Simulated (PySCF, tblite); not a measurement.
**C3H2Cl radical: geometry, infrared bands and EPR parameters**

Aim: predict the infrared bands and EPR parameters of C3H2Cl radical (`C#C[CH]Cl`).

The runs use tblite 0.8.0 and PySCF 2.14.0, with density-fitted response routines of our own; the level of theory stands in each step. All values are computed, except where a source is named. Atoms count from 0, in the outputs and in this text.

## (1) The molecule as given

6 atoms, charge 0, multiplicity 2; geometry from: force field or distance geometry start.

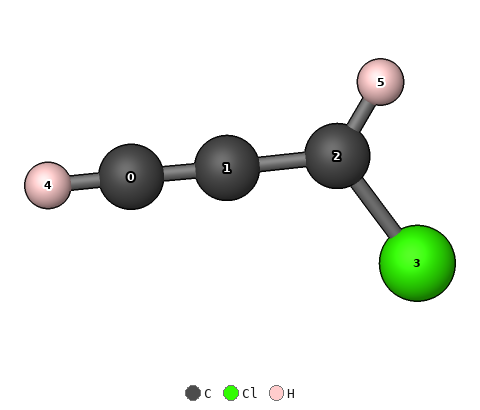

As it starts; carbon dark grey, chlorine green, hydrogen pink, atoms numbered; sticks join atoms by distance.

## (2) Relaxing the molecule with GFN2-xTB

What the job is given:

```
{"job": {"kind": "relax", "xc": "GFN2-xTB", "basis": "xTB"}, "charge": 0, "multiplicity": 2}
C      1.566600    -0.189600    -0.173800
C      0.366300    -0.104400    -0.020200
C     -1.012900    -0.022600     0.184300
Cl    -1.901700     1.351400    -0.359600
H      2.610100    -0.252400    -0.312200
H     -1.625200    -0.780400     0.659900
```

Command:

```console
$ OMP_NUM_THREADS=1 python probes_run.py task.json out
```

One launch serves the whole session: the jobs run in the order shown.

**Question.** This job is followed by: GFN2-xTB harmonic vibrations, gas phase; UKS B3LYP, pcH-1 on C Cl H, non-relativistic, mean-field spin-orbit, GIAO. Predict these results of the whole session: strongest single infrared mode (GFN2-xTB); zero-point energy (GFN2-xTB); g(iso) (B3LYP); ⟨S²⟩; largest a(iso); surface potential, least and greatest.

As calculated:

| quantity | value |
| --- | --- |
| strongest single infrared mode (GFN2-xTB) | 454 cm⁻¹, 51 km/mol |
| zero-point energy (GFN2-xTB) | 20.4 kcal/mol |
| g(iso) (B3LYP) | 2.00627 |
| ⟨S²⟩ | 0.768 (exact 0.75) |
| largest a(iso) | 13C on C2, 74.0 MHz |
| surface potential, least and greatest | -0.49 V and 1.67 V |

Over 17 steps the energy fell by 0.047 eV; of the close pairs, C1–C2 changed most, 1.397 to 1.359 Å. All 12 modes are real, so the xTB geometry is a minimum. The strongest single mode, at 454 cm⁻¹, moves mainly H5. Unscaled tight-binding wavenumbers are off by several per cent, some by more. Its intensities can rank the bands wrongly. The largest spin populations lie on C2 (0.70 e), C0 (0.52 e). The isotropic g lies 4.0 ppt above the free-electron value.
